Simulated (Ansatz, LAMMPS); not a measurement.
# Settings and their price: glassy 40SiO2-28Al2O3-16Li2O-16SrO (mol %) (85 atoms)

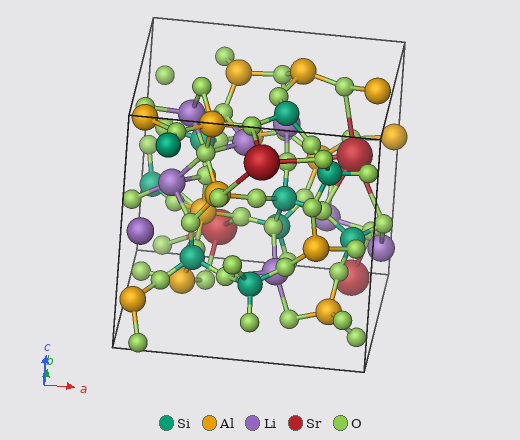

The cell (silicon teal, aluminium orange, lithium purple, strontium red, oxygen green). Bonds to atoms that aren't drawn are left out. Some periodic images of atoms are drawn too.

Density of this cell: 2.93 g/cm³. The cell holds 85 atoms: 10 Si, 14 Al, 8 Li, 4 Sr and 49 O. Its edges and angles: a = 10.152 Å, b = 10.152 Å, c = 10.152 Å, α = 90.0°, β = 90.0°, γ = 90.0°. 85 atoms (10 Si, 14 Al, 8 Li, 4 Sr, 49 O) placed at random at 2.93 g/cm³, melted at 4000 K for 10 ps at fixed volume with the Morse and Coulomb pair potential with partial charges (Pedone, Malavasi, Menziani, Cormack and Segre, J. Phys. Chem. B 110, 11780 (2006)). Quenched from 4000 K to 300 K at 6 K/ps and fixed volume, held 5 ps, then minimised at fixed cell.

Geometry: as built.

Reference run: Kohn-Sham DFT, PBE, PAW (set soft_2), plane waves (Ansatz 0.2.0), cutoff 420 eV, Γ point, fixed occupations.

* r.m.s. force component: 0.7644 eV/Å
* pressure: 5.733 GPa
* gap (highest filled to lowest empty level): 3.449 eV
* SCF cycles: 9
* time: 17 s on 4 threads of Arm Neoverse V1, shared host

Q: Estimate how much each variant changes the results, and its time and memory.
- support functions low
- support functions medium
- support functions medium, radius 3.47 Å

Each row is set against the plane-wave reference (Kohn-Sham DFT, PBE, PAW (set soft_2), plane waves; r.m.s. force component 0.764 eV/Å). Energies are set beside the reference only for runs with its functional, potentials and electron count. Times are for 4 threads of Arm Neoverse V1, shared host. The reference's time includes the DOS, ELF, the stress and grids, which some other runs skip.

```csv
run,"Δ force, r.m.s. (meV/Å)",share of r.m.s. force (%),Δ energy (meV/atom),Δ gap (eV),cycles,time,host memory (GiB)
reference,-,-,-,-,9,17 s,1.3
support functions low,0.749,0.098,-4.54,4.0e-4,12,1.9 min,3.4
support functions medium,0.668,0.0874,-4.54,-2.0e-4,14,2.2 min,3.4
"support functions medium, radius 3.47 Å",0.705,0.0922,-4.54,-2.0e-4,14,2 min,3.2
```

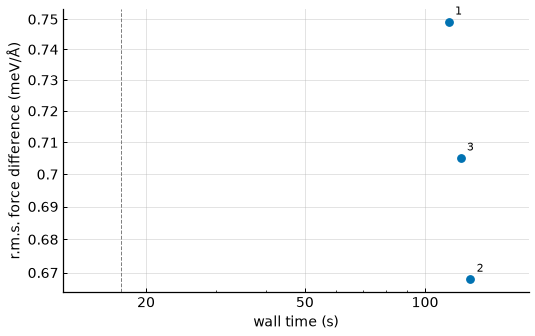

Force difference from the reference against wall time; the dashed line marks the reference's time. Points: 1 support functions low; 2 support functions medium; 3 support functions medium, radius 3.47 Å.

Among numerical settings the force difference runs from 0.67 meV/Å (support functions medium) to 0.75 meV/Å (support functions low). At 85 atoms the fastest of the runs at a preset level, support functions low, takes roughly 6.6 times the time of plane waves (whose run also made extra analyses, so the like-for-like ratio is larger), in 12 SCF cycles against 9. Differences between support functions and plane waves include what basis error the plane-wave run still has. The force difference hardly changes among these support-function runs, which points to the basis of the plane-wave reference as its main source. 

[Logs are printed without paths, hosts, clocks, repeated set-up lines and the standing remarks that a program may print on its own settings, such as how far it seeks lower states.]

[Hosts, paths, dates, database ids (printed as entryN), source tags and the programs' standing remarks are cut or masked in the printed files.]
